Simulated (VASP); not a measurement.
# A VASP study of SnAs (r2SCAN + rVV10): structure first, properties next, part 3 of 5

Aim: relax SnAs with r2SCAN + rVV10, compute its properties on that cell and hold them against experiment. Left out of this account: 1 further run (core levels: core levels are not valid at this level). The start is a computed cell from the Materials Project.

VASP 6.6.1, plane waves and PAW; the level of theory is named at each step.

Still holding for the runs below: This run has no spin polarisation. Its electron count is odd, so without a moment it is a metal by construction.

So far. Step 3 (Second relaxation): It ends with forces that vanish by symmetry and a pressure of 0.01 GPa. The volume moved by under 0.01 %: the run met its threshold at the first step. Step 4 (Single point with fields (r2SCAN + rVV10)): In this run the pressure is 0.01 GPa, small enough to go on. The relaxed cell has a = 5.734 Å (conventional setting).

## (5) Band structure (r2SCAN + rVV10)

Level of this step: r2SCAN with rVV10; plane waves and PAW (Sn_d, As) (VASP).

The mesh alone shows little of the dispersion and can miss band extrema, so KPOINTS_OPT adds a path through the symmetry points after the self-consistent cycle.

File INCAR:

```
SYSTEM = SnAs
PREC = Accurate
ENCUT = 400
EDIFF = 1E-06
NELM = 100
ISMEAR = 0
SIGMA = 0.05
LREAL = .FALSE.
ALGO = Normal
METAGGA = R2SCAN
LUSE_VDW = .TRUE.
IVDW_NL = 2
BPARAM = 11.95
CPARAM = 0.0093
LASPH = .TRUE.
NBANDS = 21
LORBIT = 11
LWAVE = .FALSE.
LCHARG = .FALSE.
KPAR = 2
```

File POSCAR:

```
SnAs
1.0
    0.0000000000      2.8671404637      2.8671404637
    2.8671404637      0.0000000000      2.8671404637
    2.8671404637      2.8671404637      0.0000000000
Sn As
1 1
Direct
    0.5000000000      0.5000000000      0.5000000000
    0.0000000000      0.0000000000      0.0000000000
```

File KPOINTS:

```
Automatic mesh
0
Gamma
8 8 8
0 0 0
```

File KPOINTS_OPT:

```
Line mode
16
Line-mode
Reciprocal
  0.00000000   0.00000000   0.00000000 GAMMA
  0.50000000   0.00000000   0.50000000 X

  0.50000000   0.00000000   0.50000000 X
  0.50000000   0.25000000   0.75000000 W

  0.50000000   0.25000000   0.75000000 W
  0.37500000   0.37500000   0.75000000 K

  0.37500000   0.37500000   0.75000000 K
  0.00000000   0.00000000   0.00000000 GAMMA

  0.00000000   0.00000000   0.00000000 GAMMA
  0.50000000   0.50000000   0.50000000 L

  0.50000000   0.50000000   0.50000000 L
  0.62500000   0.25000000   0.62500000 U

  0.62500000   0.25000000   0.62500000 U
  0.50000000   0.25000000   0.75000000 W

  0.50000000   0.25000000   0.75000000 W
  0.50000000   0.50000000   0.50000000 L

  0.50000000   0.50000000   0.50000000 L
  0.37500000   0.37500000   0.75000000 K

  0.62500000   0.25000000   0.62500000 U
  0.50000000   0.00000000   0.50000000 X
```

Potentials, in the order of the species: Sn_d and As (PBE family, release 64).

On the command line:

```console
$ mpirun -np 2 vasp_std
```

Output:

```text
[... set-up lines as in an earlier step ...]
 entering main loop
       N       E                     dE             d eps       ncg     rms          rms(c)
Total rVV10 correction in eV:      0.4337994    21.5668747
Total rVV10 correction in eV:      0.4337994    21.5668747
DAV:   1     0.889965182950E+02    0.88997E+02   -0.77584E+03  1348   0.102E+03
DAV:   2    -0.296396191504E+02   -0.11864E+03   -0.11297E+03  1291   0.312E+02
DAV:   3    -0.417023755509E+02   -0.12063E+02   -0.11988E+02  1440   0.737E+01
DAV:   4    -0.420056828303E+02   -0.30331E+00   -0.30320E+00  1428   0.123E+01
DAV:   5    -0.420121874699E+02   -0.65046E-02   -0.65043E-02  1524   0.189E+00    0.361E+00
Total rVV10 correction in eV:      0.4354119    21.5668759
Total rVV10 correction in eV:      0.4354119    21.5668759
DAV:   6    -0.390763118784E+02    0.29359E+01   -0.68159E-01  1560   0.108E+01    0.215E+00
Total rVV10 correction in eV:      0.4390254    21.5668759
Total rVV10 correction in eV:      0.4390254    21.5668759
DAV:   7    -0.390739592323E+02    0.23526E-02   -0.73588E-02  1393   0.135E+00    0.894E-01
Total rVV10 correction in eV:      0.4403913    21.5668759
Total rVV10 correction in eV:      0.4403913    21.5668759
DAV:   8    -0.390768061775E+02   -0.28469E-02   -0.52575E-03  1446   0.552E-01    0.295E-01
Total rVV10 correction in eV:      0.4410986    21.5668759
Total rVV10 correction in eV:      0.4410986    21.5668759
DAV:   9    -0.390772789814E+02   -0.47280E-03   -0.63881E-04  1389   0.173E-01    0.642E-02
Total rVV10 correction in eV:      0.4410741    21.5668759
Total rVV10 correction in eV:      0.4410741    21.5668759
DAV:  10    -0.390772749030E+02    0.40784E-05   -0.67304E-05  1713   0.866E-02    0.298E-02
Total rVV10 correction in eV:      0.4411309    21.5668759
Total rVV10 correction in eV:      0.4411309    21.5668759
DAV:  11    -0.390772810420E+02   -0.61389E-05   -0.15891E-05  1640   0.382E-02    0.544E-03
Total rVV10 correction in eV:      0.4411585    21.5668759
Total rVV10 correction in eV:      0.4411585    21.5668759
DAV:  12    -0.390772817239E+02   -0.68197E-06   -0.26253E-06  1307   0.210E-02
Total rVV10 correction in eV:      0.4411665    21.5668759
Total rVV10 correction in eV:      0.4411665    21.5668759
Total rVV10 correction in eV:      0.4411665    21.5668759
Total rVV10 correction in eV:      0.4411665    21.5668759
   1 F= -.39077282E+02 E0= -.39076201E+02  d E =-.216193E-02
 Start KPOINTS_OPT (optional k-point list driver)
k-point batch [1-29\160]
       N       E                     dE             ncg
DAV:   1    -0.398453387089E+03   -0.12492E+05     1337
DAV:   2    -0.385813411691E+04   -0.34597E+04     1307
DAV:   3    -0.421157425863E+04   -0.35344E+03     1462
DAV:   4    -0.422025631365E+04   -0.86821E+01     1516
DAV:   5    -0.422045550468E+04   -0.19919E+00     1531
DAV:   6    -0.422046406737E+04   -0.85627E-02     1716
DAV:   7    -0.422046423579E+04   -0.16841E-03     1612
DAV:   8    -0.422046424266E+04   -0.68697E-05     1311
DAV:   9    -0.422046424277E+04   -0.11076E-06      960
[...]
k-point batch [146-160\160]
       N       E                     dE             ncg
DAV:   1     0.775444262311E+04   -0.88797E+04      676
DAV:   2     0.597079748852E+04   -0.17836E+04      645
DAV:   3     0.579331161753E+04   -0.17749E+03      834
DAV:   4     0.578914434456E+04   -0.41673E+01      781
DAV:   5     0.578904990392E+04   -0.94441E-01      779
DAV:   6     0.578904438292E+04   -0.55210E-02      920
DAV:   7     0.578904434821E+04   -0.34706E-04      816
DAV:   8     0.578904434793E+04   -0.28003E-06      669
```

Elapsed: 6.4 min, on 2 MPI ranks of AMD EPYC 7R43, shared host; peak memory 0.45 GiB; 13 min of CPU time.

Parts of OUTCAR (step 5):

```text
   k-points           NKPTS =     29   k-points in BZ     NKDIM =     29   number of bands    NBANDS=     21

   NELECT =      19.0000    total number of electrons

 E-fermi :   6.8631

 k-point     1 :       0.0000    0.0000    0.0000
  band No.  band energies     occupation
    ...
      6      -6.8525      2.00000
      7       4.4133      2.00000
      8       5.6398      2.00000
      9       5.6398      2.00000
     10       5.6398      2.00000
     11      12.6787      0.00000
     12      12.6788      0.00000
     13      12.6788      0.00000
     14      13.2803      0.00000
     15      13.2803      0.00000
    ...

  Total        0.0059089      0.0059089      0.0059089     -0.0000000     -0.0000000      0.0000000
  in kB        0.2008350      0.2008350      0.2008350     -0.0000000     -0.0000000      0.0000000
  external PRESSURE =       0.2008350 kB  Pullay stress =       0.0000000 kB

 POSITION                                       TOTAL-FORCE (eV/Angst)
 -----------------------------------------------------------------------------------
      2.86714      2.86714      2.86714         0.000000     -0.000000     -0.000000
      0.00000      0.00000      0.00000        -0.000000      0.000000      0.000000
 -----------------------------------------------------------------------------------
    total drift:                                0.000000      0.000000      0.000000

  FREE ENERGIE OF THE ION-ELECTRON SYSTEM (eV)
  ---------------------------------------------------
  free  energy   TOTEN  =       -39.0772817239 eV

  energy  without entropy=      -39.0751197972  energy(sigma->0) =      -39.07620076

[... 8 parts as in an earlier step ...]

[... 8 further parts left out ...]
```

Spin-orbit coupling is off here; with elements this heavy it splits and shifts levels by tenths of an eV or more.

Numbers from this step:

```yaml
bands: 21
pressure: 0.02008 GPa
```

The electronic bands at the labelled points (eV, zero at the Fermi level; # counts the bands kept, so #1 is VASP's band 7):

```tsv
point	#1	#2	#3	#4	#5	#6	#7	#8
Γ	-2.45	-1.22	-1.22	-1.22	5.82	5.82	5.82	6.42
X	-6.03	-5.60	-3.48	-3.48	3.09	7.99	7.99	9.66
W	-7.26	-5.01	-5.01	0.95	2.38	6.42	6.42	9.37
K	-7.40	-5.49	-2.81	-1.79	4.91	5.28	6.61	8.24
Γ	-2.45	-1.22	-1.22	-1.22	5.82	5.82	5.82	6.42
L	-8.76	-0.71	-0.71	1.20	1.48	1.48	2.68	10.53
U	-7.40	-5.49	-2.81	-1.79	4.91	5.28	6.61	8.24
W	-7.26	-5.01	-5.01	0.95	2.38	6.42	6.42	9.37
L	-8.76	-0.71	-0.71	1.20	1.48	1.48	2.68	10.53
K	-7.40	-5.49	-2.81	-1.79	4.91	5.28	6.61	8.24
jump to U	-7.40	-5.49	-2.81	-1.79	4.91	5.28	6.61	8.24
X	-6.03	-5.60	-3.48	-3.48	3.09	7.99	7.99	9.66
```

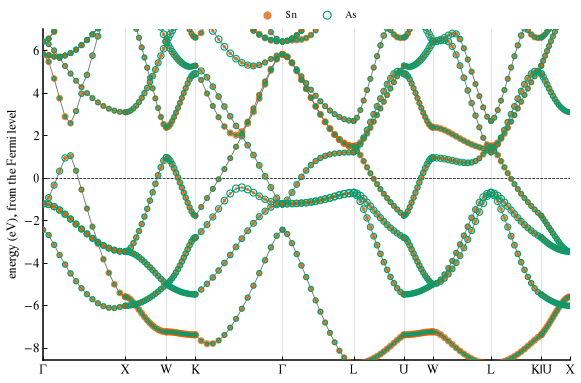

Electronic bands along the path; dots are coloured as in the legend, and their area grows with the weight.

There is no gap at this level.

## (6) Density of states (r2SCAN + rVV10)

A density of states needs more k-points than a total energy; ISMEAR = -5 takes tetrahedra, and LORBIT projects the states on the PAW spheres. The mesh is finer than in the run before.

Edit INCAR of step 5 so:

```diff
@@ -5,3 +5,3 @@
 NELM = 100
-ISMEAR = 0
+ISMEAR = -5
 SIGMA = 0.05
@@ -20 +20,2 @@
 KPAR = 2
+NEDOS = 2001
```

POSCAR is that of step 5.

File KPOINTS:

```
Automatic mesh
0
Gamma
12 12 12
0 0 0
```

On the command line:

```console
$ mpirun -np 2 vasp_std
```

Output:

```text
[... set-up lines as in an earlier step ...]
 entering main loop
       N       E                     dE             d eps       ncg     rms          rms(c)
Total rVV10 correction in eV:      0.4337994    21.5668747
Total rVV10 correction in eV:      0.4337994    21.5668747
DAV:   1     0.932426652057E+02    0.93243E+02   -0.78889E+03  3233   0.101E+03
DAV:   2    -0.292438881600E+02   -0.12249E+03   -0.11657E+03  3161   0.316E+02
DAV:   3    -0.417234715301E+02   -0.12480E+02   -0.12386E+02  3603   0.749E+01
DAV:   4    -0.420327065282E+02   -0.30923E+00   -0.30917E+00  3594   0.123E+01
DAV:   5    -0.420393483702E+02   -0.66418E-02   -0.66421E-02  3757   0.189E+00    0.360E+00
Total rVV10 correction in eV:      0.4353203    21.5668759
Total rVV10 correction in eV:      0.4353203    21.5668759
DAV:   6    -0.391052147013E+02    0.29341E+01   -0.67909E-01  3936   0.108E+01    0.214E+00
Total rVV10 correction in eV:      0.4388180    21.5668759
Total rVV10 correction in eV:      0.4388180    21.5668759
DAV:   7    -0.391036302545E+02    0.15844E-02   -0.71565E-02  3492   0.134E+00    0.895E-01
Total rVV10 correction in eV:      0.4401228    21.5668759
Total rVV10 correction in eV:      0.4401228    21.5668759
DAV:   8    -0.391064256686E+02   -0.27954E-02   -0.51541E-03  3620   0.548E-01    0.292E-01
Total rVV10 correction in eV:      0.4407949    21.5668759
Total rVV10 correction in eV:      0.4407949    21.5668759
DAV:   9    -0.391068615446E+02   -0.43588E-03   -0.62363E-04  3457   0.170E-01    0.642E-02
Total rVV10 correction in eV:      0.4407667    21.5668759
Total rVV10 correction in eV:      0.4407667    21.5668759
DAV:  10    -0.391068507165E+02    0.10828E-04   -0.68626E-05  4198   0.863E-02    0.299E-02
Total rVV10 correction in eV:      0.4408214    21.5668759
Total rVV10 correction in eV:      0.4408214    21.5668759
DAV:  11    -0.391068554474E+02   -0.47309E-05   -0.15586E-05  4107   0.374E-02    0.562E-03
Total rVV10 correction in eV:      0.4408501    21.5668759
Total rVV10 correction in eV:      0.4408501    21.5668759
DAV:  12    -0.391068563831E+02   -0.93570E-06   -0.26783E-06  3186   0.209E-02
Total rVV10 correction in eV:      0.4408574    21.5668759
Total rVV10 correction in eV:      0.4408574    21.5668759
Total rVV10 correction in eV:      0.4408577    21.5668759
Total rVV10 correction in eV:      0.4408577    21.5668759
   1 F= -.39106856E+02 E0= -.39106856E+02  d E =0.000000E+00
 -----------------------------------------------------------------------------
|                                                                             |
|           W    W    AA    RRRRR   N    N  II  N    N   GGGG   !!!           |
|           W    W   A  A   R    R  NN   N  II  NN   N  G    G  !!!           |
|           W    W  A    A  R    R  N N  N  II  N N  N  G       !!!           |
|           W WW W  AAAAAA  RRRRR   N  N N  II  N  N N  G  GGG   !            |
|           WW  WW  A    A  R   R   N   NN  II  N   NN  G    G                |
|           W    W  A    A  R    R  N    N  II  N    N   GGGG   !!!           |
|                                                                             |
|     Tetrahedron method does not include variations of the Fermi             |
|     occupations, so forces and stress will be inaccurate. We suggest        |
|     using a different smearing scheme ISMEAR = 1 or 2 for metals in         |
|     relaxations.                                                            |
|                                                                             |
 -----------------------------------------------------------------------------
```

Run time: 3.9 min. Hardware: 2 MPI ranks; peak memory 0.52 GiB.

Parts of OUTCAR (step 6):

```text
   k-points           NKPTS =     72   k-points in BZ     NKDIM =     72   number of bands    NBANDS=     21

   NELECT =      19.0000    total number of electrons

 E-fermi :   6.9479

 k-point     1 :       0.0000    0.0000    0.0000
  band No.  band energies     occupation
    ...
      6      -6.8574      2.00000
      7       4.4094      2.00000
      8       5.6350      2.00000
      9       5.6350      2.00000
     10       5.6350      2.00000
     11      12.6779      0.00000
     12      12.6780      0.00000
     13      12.6780      0.00000
     14      13.2789      0.00000
     15      13.2789      0.00000
    ...

  Total       -0.0525330     -0.0525330     -0.0525330      0.0000000      0.0000000     -0.0000000
  in kB       -1.7855263     -1.7855263     -1.7855263      0.0000000      0.0000000     -0.0000000
  external PRESSURE =      -1.7855263 kB  Pullay stress =       0.0000000 kB

  FREE ENERGIE OF THE ION-ELECTRON SYSTEM (eV)
  ---------------------------------------------------
  free  energy   TOTEN  =       -39.1068563831 eV

  energy  without entropy=      -39.1068563831  energy(sigma->0) =      -39.10685638

[... 7 parts as in an earlier step ...]

[... 10 further parts left out ...]
```

With tetrahedra the forces and stress of a metal are not exact derivatives of the energy.

Numbers from this step:

```yaml
irreducible_k_points: 72
free_energy_toten: -39.11 eV
fermi_energy: 6.948 eV
pressure: -0.1786 GPa
dos_at_the_fermi_level: 0.7152 states/eV/cell
```

The density of states has structure finer than the step of the table below, so its rows give means over 1 eV, whole bins alone (the curve runs from -12.0 to 7.95 eV). Peaks (eV: height): total -11.0: 1.85, 3.9: 1.49, 5.1: 2.01, 6.7: 1.49; As p -1.3: 0.402, 0.5: 0.291, 5.1: 0.362, 6.8: 0.256; Sn p -3.5: 0.247, 2.2: 0.472, 5.1: 0.367, 6.7: 0.310; Sn s -7.9: 0.533, 0.5: 0.171; As s -11.0: 1.08.

States under -12.0 eV and over 8.0 eV are left out. Table of density of states by energy, zero at the Fermi level; means over each step; values in states/eV/cell:

```tsv
energy (eV)	total	As p	Sn p	Sn s	As s	Sn d	As d
-11	0.809	0.00166	0.0258	0.0228	0.459	0.0129	1.8e-4
-10	0	0	0	0	0	0	0
-9	0.0650	0.00640	4.7e-4	0.0295	0.00128	2.7e-4	3.4e-5
-8	0.822	0.0732	0.0109	0.376	0.0358	0.00353	0.00221
-7	0.680	0.0588	0.0159	0.285	0.0689	0.00367	0.00227
-6	0.378	0.0437	0.0262	0.109	0.0500	0.00233	8.5e-4
-5	0.573	0.106	0.0977	0.0501	0.0236	0.00414	0.00157
-4	0.890	0.201	0.168	0.0329	0.0163	0.0104	0.00321
-3	1.18	0.307	0.218	0.0296	0.0138	0.0189	0.00499
-2	1.15	0.334	0.183	0.0392	0.0151	0.0266	0.00625
-1	0.952	0.291	0.125	0.0578	0.0153	0.0291	0.00709
0	0.778	0.178	0.122	0.107	0.0171	0.0223	0.0120
1	0.511	0.0955	0.0945	0.0688	0.0268	0.0118	0.00862
2	0.850	0.0656	0.328	0.0127	0.0423	0.0128	0.0291
3	0.989	0.121	0.302	0.0318	0.0449	0.0295	0.0316
4	1.20	0.172	0.227	0.0449	0.0270	0.0627	0.0473
5	1.40	0.255	0.269	0.0439	0.0171	0.0623	0.0574
6	1.10	0.203	0.220	0.0272	0.0120	0.0530	0.0448
7	1.32	0.212	0.282	0.0189	0.0139	0.0831	0.0540
```

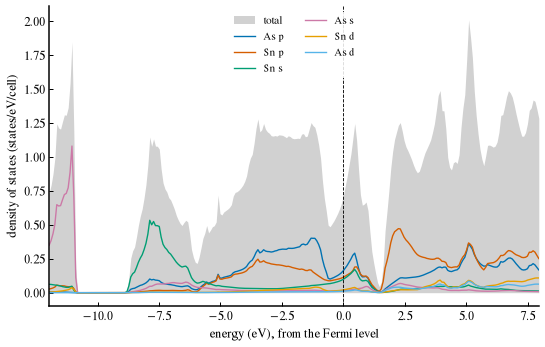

Density of states against energy.

The finer mesh and the other smearing move the Fermi level by +0.08 eV from the 8×8×8 run, one measure of the sampling error in the zero of the bands above. Of the states within 0.3 eV of the Fermi level, the largest shares in the PAW spheres are As p 23 %, Sn p 16 % and Sn s 14 %. The rest lies in smaller channels or between the spheres.

(Continued in part 4 of 5.)

[Lines on the potential files, build, host, timing and source positions are cut from VASP's logs without a mark.]

[Logs are printed without paths, hosts, clocks, repeated set-up lines and the standing remarks that a program may print on its own settings, such as how far it seeks lower states.]

[Hosts, paths, dates, database ids (printed as entryN), source tags and the programs' standing remarks are cut or masked in the printed files.]

[A measured line is paired with the nearest computed mode of its activity, which favours agreement.]
